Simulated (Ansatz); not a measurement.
# Single-point calculation, with input and output: Si2NH5F2

- system: Si2NH5F2
- method: UKS wB97X-D/def2-TZVPD (Ansatz 0.2.0)

The geometry comes from this level: PBE0-D4/def2-TZVP.

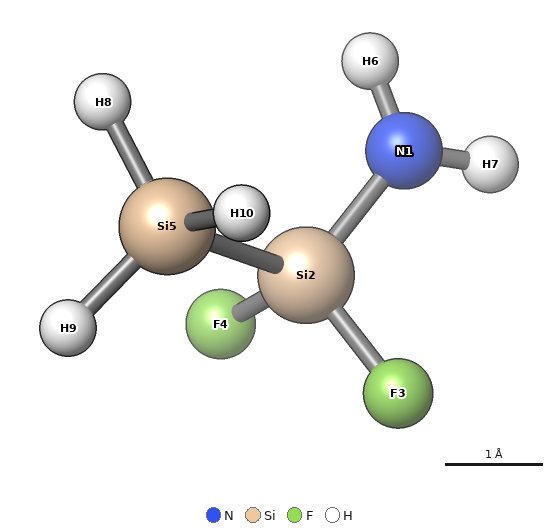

The structure (ball-and-stick view, seen at a tilt; atoms are numbered from 1 in the order of the input).

## Input
```yaml
crystal:
  periodic: [false, false, false]
  atoms:
    - {symbol: N, position_ang: [-0.928750, 0.844003, -1.266831]}
    - {symbol: Si, position_ang: [-0.182697, -0.525336, -0.614889]}
    - {symbol: F, position_ang: [0.834091, -1.042829, -1.726667]}
    - {symbol: F, position_ang: [-1.177992, -1.752724, -0.379849]}
    - {symbol: Si, position_ang: [0.879972, -0.067772, 1.411877]}
    - {symbol: H, position_ang: [-1.537482, 1.429868, -0.720756]}
    - {symbol: H, position_ang: [-1.097836, 0.934533, -2.255919]}
    - {symbol: H, position_ang: [-0.080965, 0.637977, 2.303225]}
    - {symbol: H, position_ang: [1.321602, -1.322546, 2.072648]}
    - {symbol: H, position_ang: [2.053258, 0.813626, 1.180262]}
basis:
  gaussian: {orbitals: def2-TZVPD}
magnetization: {spin_polarized: true, initial_magnetization: 0}
hamiltonian: {xc: {name: wB97X-D}}
output: {forces: true}
```

Command:
```bash
ansatz run in.yaml --threads 4 --pin off --events-out ev --progress --plain --max-ram 10444MiB
```

## Output
```
Error: YAML parse error: error: line 17 column 19: hamiltonian.xc: no functional is named "wB97X-D"; the names, which are not case-sensitive, are SVWN5, SPW92, PBE, PBE0, PBEsol, revPBE, revPBE0, RPBE, rPW86-PBE, HSE06, wPBEh, LC-wPBE, HISS, HF, BLYP, B3LYP, B3LYP5, BHLYP, CAM-B3LYP, r2SCAN, r2SCANh, r2SCAN0, r2SCAN50, m-r2SCAN, B97, wB97, wB97X, wB97X-V, B97M-V, wB97M-V, B2PLYP, B2GP-PLYP, PBE0-DH, PBE-QIDH
  --> <input>:17:19
   |
15 |   gaussian: {orbitals: def2-TZVPD}
16 | magnetization: {spin_polarized: true, initial_magnetization: 0}
17 | hamiltonian: {xc: {name: wB97X-D}}
   |                   ^ hamiltonian.xc: no functional is named "wB97X-D"; the names, which are not case-sensitive, are SVWN5, SPW92, PBE, PBE0, PBEsol, revPBE, revPBE0, RPBE, rPW86-PBE, HSE06, wPBEh, LC-wPBE, HISS, HF, BLYP, B3LYP, B3LYP5, BHLYP, CAM-B3LYP, r2SCAN, r2SCANh, r2SCAN0, r2SCAN50, m-r2SCAN, B97, wB97, wB97X, wB97X-V, B97M-V, wB97M-V, B2PLYP, B2GP-PLYP, PBE0-DH, PBE-QIDH
18 | output: {forces: true}
   |
```

## What the run reported

| quantity | value |
| --- | --- |
| outcome | refused by the program |
| hardware | 4 threads of Arm Neoverse V1, 23 GiB of memory available, shared host |

## What went wrong

A setting was made wrong on purpose: method. The program refused the input: “YAML parse error: error: line 17 column 19: hamiltonian.xc: no functional is named "wB97X-D" …”
